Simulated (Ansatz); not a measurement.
# SiH4O4 (orthosilicic acid): wB97X/def2-SVP

What is the vertical singlet–triplet gap of SiH4O4 (orthosilicic acid) at wB97X/def2-SVP? 

The calculation is run with Ansatz 0.2.0.

59 further runs of the same task are left out: 1 that didn't finish, 58 set aside as unsound or not needed.

## Step 1: The structure to begin with

The species is SiH4O4 (9 atoms), meant as a singlet with charge 0. As SMILES, `O[Si](O)(O)O`. Geometry: relaxed at PBE0-D4/def2-TZVP. This is one conformer, not always the lowest.

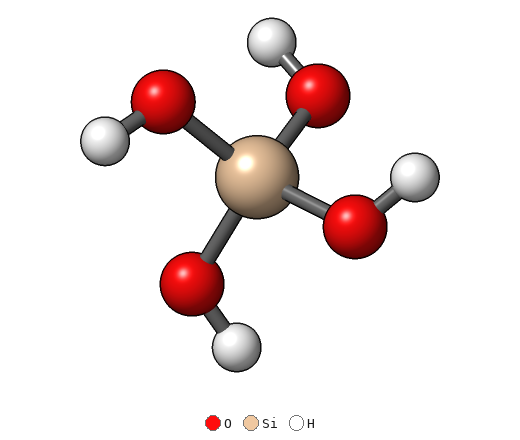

The structure, seen from a chosen angle (oxygen red, silicon light orange, hydrogen white).

## Step 2: The energy at wB97X/def2-SVP

The input, in.yaml:

```yaml
basis:
  gaussian: {orbitals: def2-SVP}
crystal:
  periodic: [false, false, false]
  atoms:
    - {symbol: O, position_ang: [-0.969050, 0.776350, -1.057560]}
    - {symbol: Si, position_ang: [0.000010, 0.000030, -0.000040]}
    - {symbol: O, position_ang: [1.527610, 0.433680, -0.372150]}
    - {symbol: O, position_ang: [-0.043140, -1.629280, -0.059900]}
    - {symbol: O, position_ang: [-0.515400, 0.419370, 1.489460]}
    - {symbol: H, position_ang: [-0.639460, 0.869750, -1.952330]}
    - {symbol: H, position_ang: [2.226280, -0.135170, -0.046190]}
    - {symbol: H, position_ang: [-0.768040, -2.056130, 0.398680]}
    - {symbol: H, position_ang: [-0.818790, 1.321420, 1.600040]}
hamiltonian: {xc: {name: wB97X}}
accuracy: high
output: {orbitals: {seedname: orbitals}}
```

On the command line:

```
$ ansatz run in.yaml --threads 1 --pin off --max-ram 3480MiB --events-out events.jsonl --progress --plain --runs-dir runs
```

Standard output:

```text
Warning: RAYON_NUM_THREADS=1 ignored (pool sized by the plan → 1); use --threads N
Functional definition: wB97X
  name "wB97X"
  parameter omega = 0.3/bohr
  parameter cx = 0.157706
  parameter cx1 = 0.726479
  parameter cx2 = 1.04760
  parameter cx3 = -5.70635
  parameter cx4 = 13.2794
  parameter css1 = -4.33879
  parameter css2 = 18.2308
  parameter css3 = -31.7430
  parameter css4 = 17.2901
  parameter cos1 = 2.37031
  parameter cos2 = -11.3995
  parameter cos3 = 6.58405
  parameter cos4 = -3.78132
  exchange = spin_sum(e_x_unif_sr(omega)*poly(b97_u_x, 1 - cx, cx1, cx2, cx3, cx4)) + cx*exact_x_sr(omega)
      + exact_x_lr(omega)
  correlation = spin_sum(e_c_pw_same_spin*poly(b97_u_same, 1, css1, css2, css3, css4))
      + integral(e_c_pw_opposite_spin*poly(b97_u_opposite, 1, cos1, cos2, cos3, cos4))
2020 factors; integrals over basis functions are off by at most 3.8e-9 eV
344 factors; integrals over basis functions are off by at most 2.4e-9 eV
mean field evaluation 1: about -16115.0885 eV, gradient 7.6e1 eV
mean field evaluation 2: about -16116.5852 eV, gradient 7.1e1 eV
mean field evaluation 4: about -16124.7493 eV, gradient 3.8e-1 eV
mean field evaluation 8: about -16124.9101 eV, gradient 2.3e-2 eV
mean field evaluation 16: about -16124.9101 eV, gradient 1.3e-5 eV
mean field -16124.91013579 eV, -592.5795176335 hartree, gradient 2.4e-8 eV, S^2 0.000000; 0 other end points of the search recorded, 0 dependent functions left out
reference -16124.91013300 eV, -592.5795175311 hartree; 25, 25 occupied and 69, 69 virtual orbitals, 2020 factors
Total energy: -16124.91013300 eV, -592.5795175311 hartree
```

Wall time 15 s (1 thread of Intel Xeon 6975P-C (Granite Rapids), shared host); peak memory 0.56 GiB.

## Step 3: The triplet

The input, job.yaml:

```yaml
crystal:
  periodic: [false, false, false]
  atoms:
    - symbol: O
      position_ang: [-0.969050, 0.776350, -1.057560]
    - symbol: Si
      position_ang: [0.000010, 0.000030, -0.000040]
    - symbol: O
      position_ang: [1.527610, 0.433680, -0.372150]
    - symbol: O
      position_ang: [-0.043140, -1.629280, -0.059900]
    - symbol: O
      position_ang: [-0.515400, 0.419370, 1.489460]
    - symbol: H
      position_ang: [-0.639460, 0.869750, -1.952330]
    - symbol: H
      position_ang: [2.226280, -0.135170, -0.046190]
    - symbol: H
      position_ang: [-0.768040, -2.056130, 0.398680]
    - symbol: H
      position_ang: [-0.818790, 1.321420, 1.600040]
basis:
  gaussian:
    orbitals: def2-SVP
magnetization:
  spin_polarized: true
  initial_magnetization: 2
output: {orbitals: {seedname: orbitals}}
accuracy: high
hamiltonian:
  xc: {name: wB97X}
```

On the command line:

```
$ ansatz run job.yaml --threads 1 --pin off --max-ram 3480MiB --events-out events.jsonl --progress --plain --runs-dir runs
```

Standard output, shortened:

```text
Warning: RAYON_NUM_THREADS=1 ignored (pool sized by the plan → 1); use --threads N
Functional definition: wB97X
  name "wB97X"
[...]
      + exact_x_lr(omega)
[...]
      + integral(e_c_pw_opposite_spin*poly(b97_u_opposite, 1, cos1, cos2, cos3, cos4))
2020 factors; integrals over basis functions are off by at most 3.8e-9 eV
344 factors; integrals over basis functions are off by at most 2.4e-9 eV
[...]
mean field -16115.95806165 eV, -592.2505349768 hartree, gradient 3.5e-8 eV, S^2 2.005482; 4 other end points of the search recorded, 0 dependent functions left out
reference -16115.95806064 eV, -592.2505349398 hartree; 26, 24 occupied and 68, 70 virtual orbitals, 2020 factors
Total energy: -16115.95806064 eV, -592.2505349398 hartree
```

It took 50 s on 1 thread of Intel Xeon 6975P-C (Granite Rapids), shared host; peak memory 0.94 GiB.

## Step 4: Outcome

Level: wB97X/def2-SVP.

| quantity | value |
| --- | --- |
| singlet: total energy | -592.57952 Eh |
| singlet: HOMO energy | -11.31 eV |
| singlet: LUMO energy | 3.38 eV |
| singlet: HOMO–LUMO gap | 14.69 eV |
| triplet: total energy | -592.25053 Eh |
| triplet: HOMO energy (highest over α and β) | -3.08 eV |
| triplet: ⟨S²⟩ | 2.005 |
| vertical energy of the triplet above the singlet | 8.952 eV |

**Reading.** At this shape the triplet lies 8.95 eV (864 kJ/mol) above the singlet.
